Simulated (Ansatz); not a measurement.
Consider LuP4.

```cif
data_structure
_symmetry_space_group_name_H-M 'P 1'
_symmetry_Int_Tables_number 1
_cell_length_a 5.2631
_cell_length_b 5.2631
_cell_length_c 7.4443
_cell_angle_alpha 90.000
_cell_angle_beta 90.000
_cell_angle_gamma 90.000
_cell_volume 206.21
loop_
_atom_site_label
_atom_site_type_symbol
_atom_site_fract_x
_atom_site_fract_y
_atom_site_fract_z
_atom_site_occupancy
Lu1 Lu 0.00000 0.00000 0.24700 1
Lu2 Lu 0.00000 0.00000 0.74700 1
P1 P 0.29242 0.29242 0.99700 1
P2 P 0.70758 0.29242 0.99700 1
P3 P 0.70758 0.70758 0.99700 1
P4 P 0.29242 0.70758 0.99700 1
P5 P 0.70758 0.29242 0.49700 1
P6 P 0.29242 0.29242 0.49700 1
P7 P 0.29242 0.70758 0.49700 1
P8 P 0.70758 0.70758 0.49700 1
```

Space group P4/mmm; built by placing these elements on a known structure type.

Computed with DFT, PAW plane waves, r2SCAN in Ansatz.

What will maps of the valence pseudo-density and electron localisation function show?

Lu–P (2.86 Å): ρ is about 0.26 e/Å³ halfway; the ELF peaks at about 0.95 in the valence shell of P, 0.9 Å from its nucleus, and is about 0.40 at the midpoint.
Bader's partition of the density gives Lu +1.82 and P −0.46 e.

Which way does charge flow, and how much by Bader's partition?

Electrons move from Lu towards P. Bader charges: Lu +1.82 and P −0.46 e.

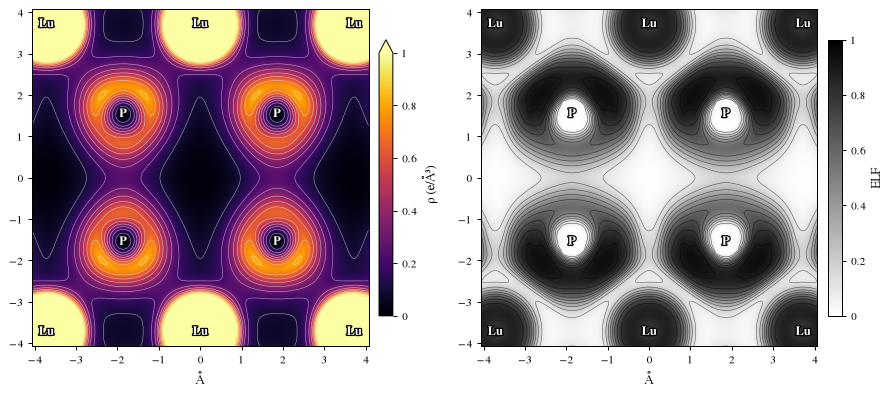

Computed valence pseudo-density and electron localisation function on the (110) plane of the calculation cell, in this order. 

The density is the valence pseudo-density of a PAW calculation; it isn't the true density close to the nuclei.
